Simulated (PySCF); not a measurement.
**H2S2 (SMILES SS) at 5 levels**

We compute a comparison of 5 runs (B3LYP/6-31G*, PBE0/cc-pVDZ, TPSSh/6-311G**, TPSS/cc-pVTZ, CCSD(T)/def2-TZVP) of H2S2. Input form: a Python script.

Program for the calculation: PySCF 2.14.0.

## Step 1: The molecule

The species is H2S2 (4 atoms), meant as a singlet with charge 0. As SMILES, `SS`. The coordinates come from a PBE0-D4/def2-TZVP relaxation.

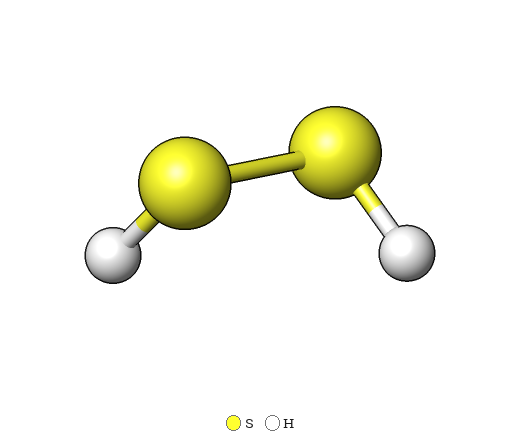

Viewed from a chosen angle; sulfur yellow, hydrogen white.

## Step 2: Energy and gradient at B3LYP/6-31G(d) (Cartesian functions) (run 1)

Input file calc.py:

```python
from pyscf import gto, dft

mol = gto.Mole()
mol.atom = 'S 0.784480 -0.789210 0.166690; S 0.060220 1.121560 0.067360; H -0.225420 -1.352590 0.856880; H -0.619290 1.020250 -1.090950'
mol.max_memory = 1860
mol.basis = '6-31g*'
mol.charge = 0
mol.cart = True
mol.spin = 0
mol.verbose = 4
mol.build()

mf = dft.RKS(mol, xc='b3lyp')
mf.grids.level = 5
mf.conv_tol = 1e-10
mf.kernel()
if not mf.converged:
    mf = mf.newton().run(mf.mo_coeff, mf.mo_occ)

e_final = mf.e_tot
print('Final energy', e_final)
grad = mf.nuc_grad_method().kernel()
dip = mf.dip_moment()
pop, q = mf.mulliken_pop()
```

Launch:

```bash
$ OMP_NUM_THREADS=1 python calc.py
```

What it wrote:

```text
PySCF version 2.14.0

[... 69 lines left out ...]
converged SCF energy = -797.570836965239
Final energy -797.5708369652389
[... 11 lines left out ...]
Dipole moment(X, Y, Z, Debye): -1.36448, -0.53685, -0.37808
[... 47 lines left out ...]
charge of    3H =      0.11794
```

Wall time 6 s (1 thread of Arm Neoverse V1, shared host); peak memory 0.45 GiB.

## Step 3: Energy and gradient at PBE0/cc-pVDZ (run 2)

Input file input.py:

```python
import pyscf.grad
from pyscf import gto, dft

mol = gto.M(
    atom='''
S      1.482452    -1.491391     0.314998
S      0.113799     2.119441     0.127292
H     -0.425982    -2.556025     1.619269
H     -1.170288     1.927993    -2.061597
''',
    basis='cc-pvdz',
    max_memory=1860,
    spin=0,
    verbose=3,
    unit='bohr',
)

mf = dft.RKS(mol, xc='pbe0')
mf.grids.level = 5
mf.conv_tol = 1e-10
mf.kernel()
if not mf.converged:
    mf = mf.newton().run(mf.mo_coeff, mf.mo_occ)

etot = mf.e_tot
print('E = %.10f Eh' % etot)
grad = mf.Gradients().kernel()
mf.analyze()
```

Launch:

```bash
$ OMP_NUM_THREADS=1 python input.py
```

What it wrote:

```text
converged SCF energy = -797.303937061166
E = -797.3039370612 Eh
--------------- RKS gradients ---------------
         x                y                z
0 S    -0.0091986208     0.0077760795     0.0029523912
1 S     0.0005617817    -0.0111749844    -0.0053421184
2 H     0.0051491375     0.0029436277    -0.0035633858
3 H     0.0034879306     0.0004549684     0.0059535295
----------------------------------------------
**** MO energy ****
MO #1   energy= -89.065116510986   occ= 2
MO #2   energy= -89.0651158685586  occ= 2
MO #3   energy= -8.03383600071348  occ= 2
MO #4   energy= -8.03381537855004  occ= 2
MO #5   energy= -5.97189404438526  occ= 2
MO #6   energy= -5.97164343387747  occ= 2
MO #7   energy= -5.96735302222954  occ= 2
MO #8   energy= -5.96730098843376  occ= 2
MO #9   energy= -5.96008268721502  occ= 2
MO #10  energy= -5.96008240802296  occ= 2
MO #11  energy= -0.834519458013869 occ= 2
MO #12  energy= -0.688629727358004 occ= 2
MO #13  energy= -0.471120994804727 occ= 2
MO #14  energy= -0.420385888362724 occ= 2
MO #15  energy= -0.370726977989039 occ= 2
MO #16  energy= -0.274269873578784 occ= 2
MO #17  energy= -0.273138865410963 occ= 2
MO #18  energy= -0.0247302642723213 occ= 0
MO #19  energy= 0.027898335283747  occ= 0
MO #20  energy= 0.0380937562766515 occ= 0
MO #21  energy= 0.293741704374186  occ= 0
MO #22  energy= 0.346280067971655  occ= 0
MO #23  energy= 0.375055313603391  occ= 0
MO #24  energy= 0.443484268965292  occ= 0
MO #25  energy= 0.465061824275181  occ= 0
MO #26  energy= 0.47593668355592   occ= 0
MO #27  energy= 0.492220327768913  occ= 0
MO #28  energy= 0.512329955552892  occ= 0
MO #29  energy= 0.515311032126106  occ= 0
MO #30  energy= 0.519894720614428  occ= 0
MO #31  energy= 0.585684461702004  occ= 0
MO #32  energy= 0.605605253250866  occ= 0
MO #33  energy= 0.63076559777766   occ= 0
MO #34  energy= 0.653144139179508  occ= 0
MO #35  energy= 0.798593021668593  occ= 0
MO #36  energy= 0.802783720326303  occ= 0
MO #37  energy= 0.808032389156627  occ= 0
MO #38  energy= 0.979903417730849  occ= 0
MO #39  energy= 1.01706274445541   occ= 0
MO #40  energy= 1.19373228874424   occ= 0
MO #41  energy= 1.42758932723624   occ= 0
MO #42  energy= 1.44221848666668   occ= 0
MO #43  energy= 1.4545227420174    occ= 0
MO #44  energy= 1.48778781851572   occ= 0
MO #45  energy= 2.04627575327687   occ= 0
MO #46  energy= 2.05533153095384   occ= 0
 ** Mulliken atomic charges  **
charge of    0S =     -0.09318
charge of    1S =     -0.09318
charge of    2H =      0.09318
charge of    3H =      0.09318
Dipole moment(X, Y, Z, Debye): -1.29175, -0.50824, -0.35793
```

Wall time 6 s (1 thread of Arm Neoverse V1, shared host); peak memory 0.48 GiB.

Runs 3 to 4 aren't shown in full; the table further down has their settings and results.

## Step 4: The energy at CCSD(T)/def2-TZVP (run 5)

Input file job.py:

```python
from pyscf import gto, cc

mol = gto.Mole()
mol.atom = '''
S      1.482452    -1.491391     0.314998
S      0.113799     2.119441     0.127292
H     -0.425982    -2.556025     1.619269
H     -1.170288     1.927993    -2.061597
'''
mol.max_memory = 1860
mol.basis = 'def2-tzvp'
mol.charge = 0
mol.verbose = 4
mol.spin = 0
mol.unit = 'bohr'
mol.build()

mf = mol.RHF()
mf.conv_tol = 1e-10
mf.kernel()
if not mf.converged:
    mf = mf.newton().run(mf.mo_coeff, mf.mo_occ)

mycc = cc.CCSD(mf, frozen=10)
mycc.kernel()
e_t = mycc.ccsd_t()
energy = mycc.e_tot + e_t
print('E = %.10f Eh' % energy)
dip = mf.dip_moment()
pop, q = mf.mulliken_pop()
```

Launch:

```bash
$ OMP_NUM_THREADS=1 python job.py
```

What it wrote:

```text
PySCF version 2.14.0

[... 60 lines left out ...]
converged SCF energy = -796.249074591083
[... 12 lines left out ...]
Init t2, MP2 energy = -796.593824039081  E_corr(MP2) -0.344749447997486
[... 13 lines left out ...]
CCSD converged
[... 3 lines left out ...]
Dipole moment(X, Y, Z, Debye): -1.18902, -0.46781, -0.32946
[... 91 lines left out ...]
charge of    3H =      0.15442
```

Wall time 13 s (1 thread of Arm Neoverse V1, shared host); peak memory 0.36 GiB.

## Step 5: Overview of the runs

| run | level | Cartesian functions | task | energy (Eh) | dipole moment (D) of the reference | HOMO energy (eV) | LUMO energy (eV) | wall time |
| --- | --- | --- | --- | --- | --- | --- | --- | --- |
| 1 | B3LYP/6-31G* (Cartesian functions) | yes | gradient | -797.570837 | 1.51 | -7.27 | -1.11 | 6 s |
| 2 | PBE0/cc-pVDZ | no | gradient | -797.303937 | 1.43 | -7.43 | -0.67 | 6 s |
| 3 | TPSSh/6-311G** | no | gradient | -797.630066 | 1.53 | -7.00 | -1.54 | 15 s |
| 4 | TPSS/cc-pVTZ | no | gradient | -797.669171 | 1.20 | -6.41 | -1.72 | 29 s |
| 5 | CCSD(T)/def2-TZVP | no | energy | -796.649772 | 1.32 | -10.38 | 2.87 | 13 s |

## Step 6: Summary of results

| quantity | value |
| --- | --- |
| run 5: total energy | -796.64977 Eh |
| run 5: dipole moment (Hartree–Fock density) | 1.32 D |
| run 5: HOMO energy (Hartree–Fock orbitals) | -10.38 eV |
| run 5: LUMO energy (Hartree–Fock orbitals) | 2.87 eV |
| run 5: HOMO–LUMO gap (Hartree–Fock orbitals) | 13.26 eV |
| run 5: correlation energy (10 core orbitals frozen) | -400.7 mEh |
| run 5: (T) correction | -17.09 mEh |
| run 5: T1 diagnostic | 0.011 |

Over runs 1, 2, 3, 4 the dipole moment (its size) runs from 1.20 D (TPSS/cc-pVTZ) to 1.53 D (TPSSh/6-311G**). The two ends differ in method and basis. Over runs 1, 2, 3, 4 the HOMO–LUMO gap runs from 4.68 eV (TPSS/cc-pVTZ) to 6.76 eV (PBE0/cc-pVDZ). Totals of different functionals can't be ranked against each other. All runs together took 69 s, the longest 29 s.
